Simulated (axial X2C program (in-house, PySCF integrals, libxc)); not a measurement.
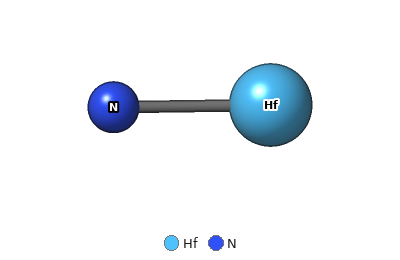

**Figure 1.** The molecule at the reference distance of 1.667 Å.

## Run report: HfN⁺, relativistic diatomic calculation

System: HfN⁺, single determinant with Ω = 1 (not the lowest found). The distance is the PBE0 minimum at charge 1.
Method: expectation values, HF and Kohn-Sham, two-component X2C with atomic mean-field Coulomb and Gaunt terms, Hf dyall-cv3z, N dyall-av3z (cores contracted) (axial X2C program (in-house, PySCF integrals, libxc)).

Input file:
```
{"zs": [72, 7], "q": 1, "bas": ["dyall-cv3z", "dyall-av3z"], "r0": 1.88, "levels": ["PBE0", "HF", "BHandHLYP", "PBE", "B3LYP"], "nst": 3}
```

The line is the task of a batch: nuclear charges, charge, bases, the levels to run, a first guess of the distance and further settings. This report covers the levels named above. The log is that of the reference distance, started from orbitals converged before.

The run was one of a batch that the task file lists, launched with:
```bash
python <driver script> task.json out
```

Output:
```
two-component X2C + atomic mean field  PBE0
basis functions 242  fitting functions 1204  grid points 5077
iter        total energy     max residual
   1     -15130.837216380     3.87e-06
   2     -15130.837216381     2.63e-06
converged
one-electron -21052.29286559  Coulomb 6093.50224539  exact exchange -78.51755405  xc functional -240.80694575  nuclear repulsion 159.99119034  atomic mean-field constant -12.71328672
```

Expectation values by level of theory:

```
                                             quantity   PBE0     HF  BHandHLYP    PBE  B3LYP
effective field for an electron dipole moment (GV/cm)  −10.5  −18.8      −13.3  −10.3  −12.4
           field gradient at the first nucleus (a.u.)  −5.70  −5.73      −5.86  −5.87  −5.99
          field gradient at the second nucleus (a.u.)  0.993  0.836      0.956   1.05   1.02
                           A∥/gI, first nucleus (MHz)   8550   7990       8620   8530   8660
                          A∥/gI, second nucleus (MHz)    209    232        220    211    215
```

Each column comes from one determinant with 2 or more unpaired spinors, which can mix states, in a basis with contracted cores. The spread over the levels shows only part of the uncertainty.

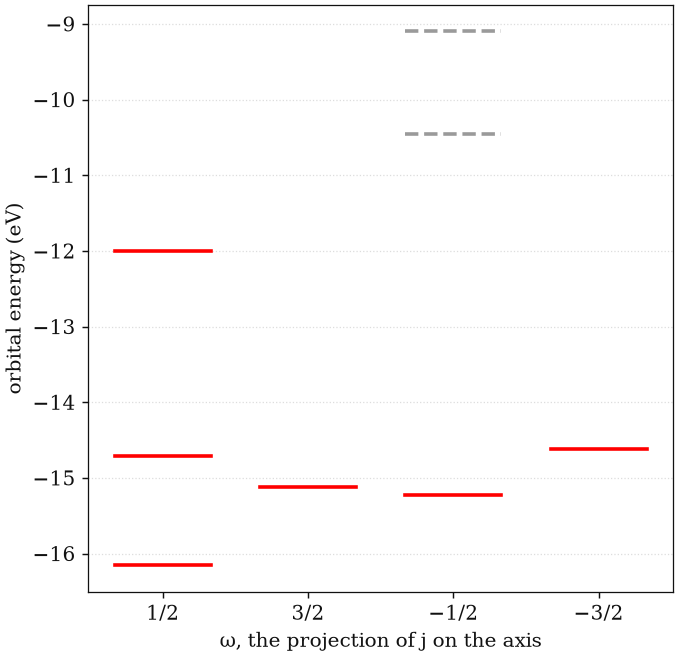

**Figure 2.** Orbital energies (PBE0) near the frontier at 1.67 Å, filled (solid) and empty (dashed). The highest filled spinor (1/2; 56 % Hf s, 16 % Hf d) lies at −12.00 eV, the lowest empty one (−1/2; 51 % N p, 30 % Hf d) at −10.45 eV.

Results in brief:

- outcome: converged
- hardware: 1 thread of Arm Neoverse N1, 16 GiB of memory available, shared host
- wall time: 8.8 s
- peak memory: 0.46 GiB
